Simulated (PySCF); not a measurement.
```yaml
atoms:
  - { symbol: F, position_ang: [-1.6420, -0.2686, -1.2454] }
  - { symbol: C, position_ang: [-1.3808, 0.3493, -0.0908] }
  - { symbol: F, position_ang: [-1.1760, 1.6366, -0.3549] }
  - { symbol: F, position_ang: [-2.4689, 0.2611, 0.6677] }
  - { symbol: C, position_ang: [-0.1528, -0.2953, 0.6128] }
  - { symbol: F, position_ang: [-0.5863, -1.4224, 1.2316] }
  - { symbol: F, position_ang: [0.2459, 0.5400, 1.6027] }
  - { symbol: C, position_ang: [1.0043, -0.6407, -0.3130] }
  - { symbol: S, position_ang: [1.6553, 0.8004, -1.2174] }
  - { symbol: H, position_ang: [1.7958, -1.0927, 0.2872] }
  - { symbol: H, position_ang: [0.6616, -1.3516, -1.0648] }
  - { symbol: H, position_ang: [2.0451, 1.4831, -0.1418] }
```

Geometry: GFN2-xTB, NEB image 0 of 0 to 8.

Computed with PBE0/pcSseg-1, SCF density, gas phase, non-relativistic in PySCF 2.14.0.

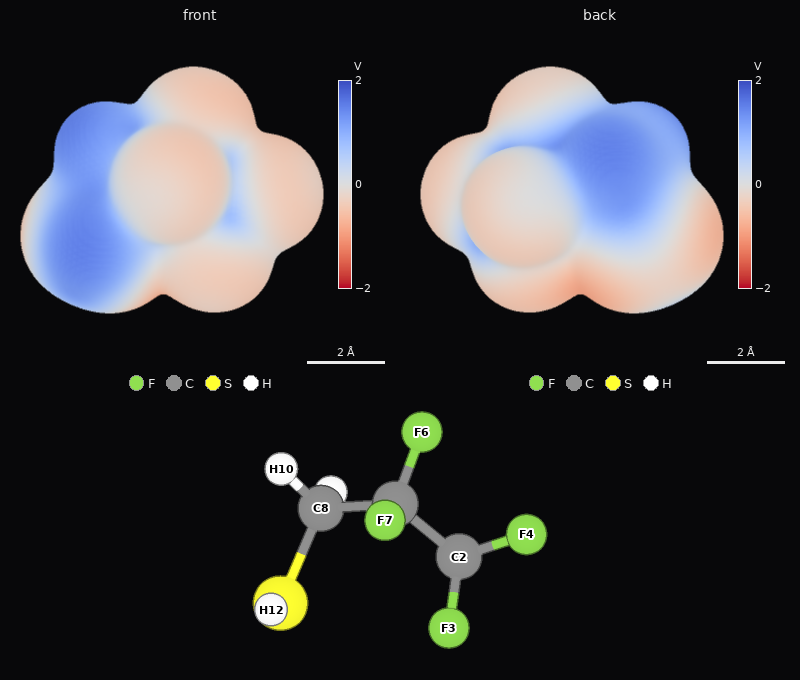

C₃H₃F₅S (SMILES FC(F)(F)C(F)(F)CS). The molecular electrostatic potential painted on the density surface at 0.002 e/bohr³, seen from the front and from behind; red is negative and blue positive. The bare structure is drawn below in the same view.

### Describe the electrostatic potential map.

The most negative region (about −0.8 V) lies over F3 and S9, the most positive (about +1.5 V) over H10, H11 and H12.

### How polar is the molecule by this calculation?

Its dipole moment is 1.81 D.
